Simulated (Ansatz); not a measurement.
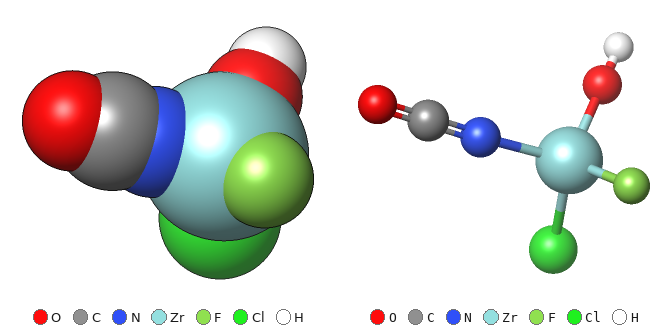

The same structure drawn twice, from different directions.

Charge 0, singlet.

> Give the formula.

CHClFNO₂Zr, 8 atoms: 1 carbon, 1 hydrogen, 1 chlorine, 1 fluorine, 1 nitrogen, 2 oxygen and 1 zirconium.

> How many bonds of each kind are drawn?

1 C–O, 1 C–N, 1 N–Zr, 1 O–Zr, 1 F–Zr, 1 Cl–Zr, 1 O–H.

> Which point group does it belong to?

C1.

> What is its SMILES?

O=C=[N][Zr@@]([OH])([F])[Cl]

More results for the same structure follow; atom numbers are the same in all pictures, views and colours differ. The computed structure is the end point of a PBE0-D4/def2-TZVP optimisation.

## Geometry

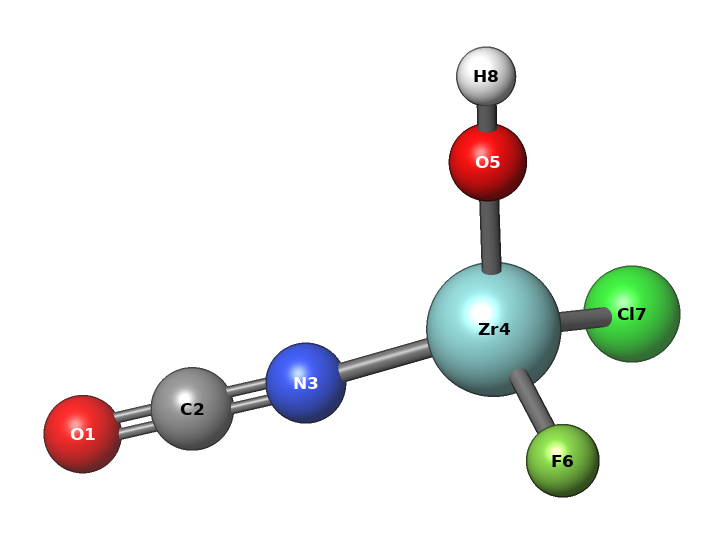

Atoms carry their numbers in the input.

> What is the geometry at C2?

C2 has 2 neighbours (O1 at 1.16, N3 at 1.20 Å); the arrangement is linear.

> What is the geometry at N3?

N3 has 2 neighbours (C2 at 1.20, Zr4 at 2.03 Å); the arrangement is linear.

> What is the geometry at Zr4?

Zr4 has 4 neighbours (N3 at 2.03, O5 at 1.89, F6 at 1.90, Cl7 at 2.35 Å); the arrangement is tetrahedral.

> How are the neighbours of atom 5 arranged?

O5 has 2 neighbours (Zr4 at 1.89, H8 at 0.95 Å); the arrangement is linear.

## Vibrations

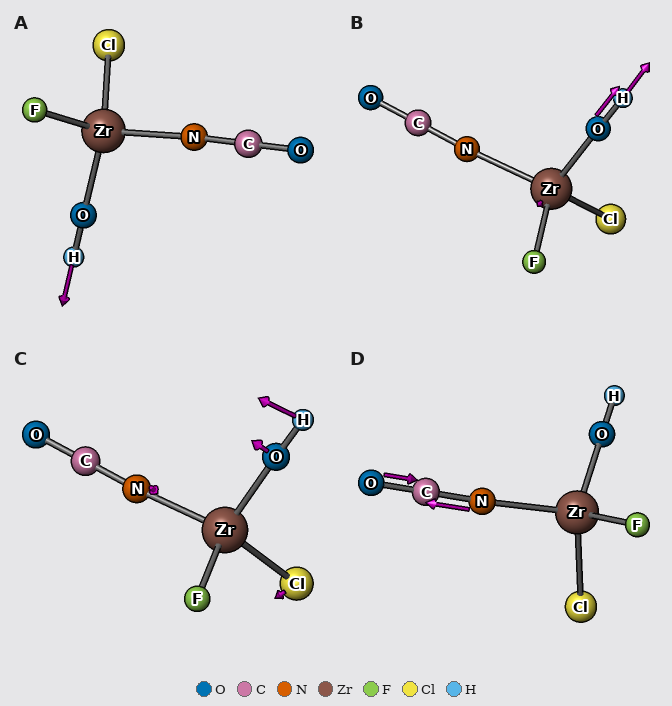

4 normal modes of one molecule or complex, as arrows. Harmonic vibrations computed with RKS PBE0-D4/def2-TZVP, core potentials on Zr (Ansatz 0.2.0) at a stationary point of the same level.

> Match the panels to the wavenumbers 133 cm⁻¹, 753 cm⁻¹, 1467 cm⁻¹, 3991 cm⁻¹.

A: 3991 cm⁻¹, O–H stretching
B: 753 cm⁻¹, Zr–O stretching
C: 133 cm⁻¹, Cl–Zr–O bending
D: 1467 cm⁻¹

## Levels of theory compared

Program: Ansatz 0.2.0.

At this fixed geometry, give dipole (D), HOMO energy (eV), HOMO–LUMO gap (eV) at these levels: B3LYP-D4/def2-TZVPP; PBE-D4/def2-TZVPP; r2SCAN-D4/def2-TZVPP; ωB97M-V/def2-TZVPP.

```json
{"level": "B3LYP-D4/def2-TZVPP", "dipole (D)": "3.04", "HOMO energy (eV)": "−8.70", "HOMO–LUMO gap (eV)": "6.72"}
{"level": "PBE-D4/def2-TZVPP", "dipole (D)": "2.98", "HOMO energy (eV)": "−7.56", "HOMO–LUMO gap (eV)": "5.01"}
{"level": "r2SCAN-D4/def2-TZVPP", "dipole (D)": "3.03", "HOMO energy (eV)": "−7.89", "HOMO–LUMO gap (eV)": "5.50"}
{"level": "ωB97M-V/def2-TZVPP", "dipole (D)": "3.09", "HOMO energy (eV)": "−11.16", "HOMO–LUMO gap (eV)": "11.46"}
```

## Charges

The questions are on Mulliken charges. Properties computed with RKS PBE0-D4/def2-TZVP, core potentials on Zr (Ansatz 0.2.0).

> Which atom carries the highest charge (most positive or least negative)?

Zr4 (1.72 e).

> And the lowest?

O5 (−0.72 e).

Give the Mulliken charges atom by atom.

```json
{"atom": "O1", "value (e)": "−0.21"}
{"atom": "C2", "value (e)": "0.26"}
{"atom": "N3", "value (e)": "−0.55"}
{"atom": "Zr4", "value (e)": "1.72"}
{"atom": "O5", "value (e)": "−0.72"}
{"atom": "F6", "value (e)": "−0.44"}
{"atom": "Cl7", "value (e)": "−0.40"}
{"atom": "H8", "value (e)": "0.35"}
```

Mulliken values depend strongly on the basis set and can even reverse the polarity of a bond.
